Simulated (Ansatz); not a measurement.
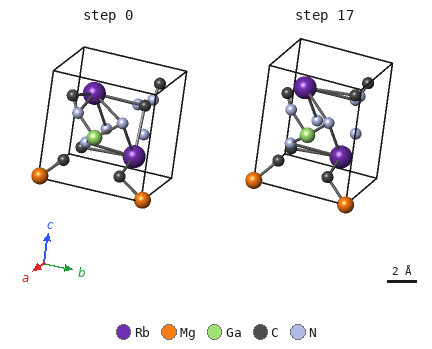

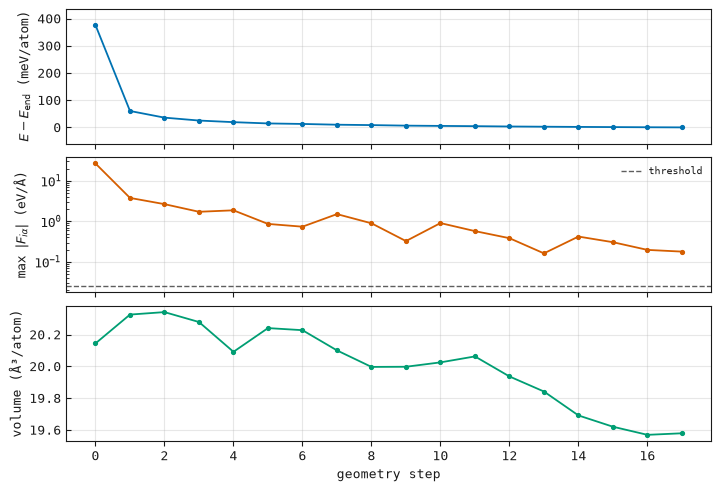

First and last geometry of a relaxation of crystalline Rb2MgGaC6N6 (a generated structure, set up in P1) (coarse preliminary run), with the history of the run. A ball-and-stick model of the cell of the calculation, reduced to other axes, seen slightly off an axis. Lengths and directions refer to the drawn axes.

Theory: DFT PBE, scalar-relativistic, plane waves, PAW (Ansatz 0.2.0). Set-up: plane-wave cutoff 420 eV; k-point mesh 4 × 4 × 4; occupations gaussian; smearing width 0.2 eV; no spin polarisation; cell and atoms relaxed; force threshold 0.025 eV/Å; at most 60 steps.

Read the history and describe the run.

Answer. The run was cut off at its time limit before the relaxation converged, so the last structure is only a point on the way. A C atom moves most relative to the cell: 0.61 Å roughly along [−1 0 −1]. Largest moves by element: C 0.61 Å, N 0.60 Å, Rb 0.47 Å, Mg 0.27 Å, Ga 0.20 Å. The drawn cell changes as follows: a 7.633 → 7.939 Å (+4.0 %), b 7.649 → 7.074 Å (−7.5 %), c 7.723 → 8.315 Å (+7.7 %), α 90.1° → 90.6°, β 119.3° → 120.3°, γ 119.9° → 122.6°; the volume changes by −2.8 %. Some distances before and after: N–Rb 4.185 → 3.109 Å, C–Rb 3.771 → 4.636 Å, C–Rb 3.679 → 4.533 Å, N–Rb 3.860 → 3.081 Å. Bond angles that change, for instance: Ga–N–C 172.8° → 143.6°, C–Mg–C 71.9° → 95.6°, Rb–C–N 79.8° → 103.1°. The space group stays P1 (No. 1). After 17 geometry steps the energy has fallen by 376 meV per atom. The largest force component goes from 27 to 0.18 eV/Å. Pressure: −1.19 GPa at the start and −0.02 GPa at the end. Cost: 9.7 min on 1 thread of AMD EPYC 9R45 96-Core Processor (Zen 5) (shared host), peak memory 1.1 GiB.
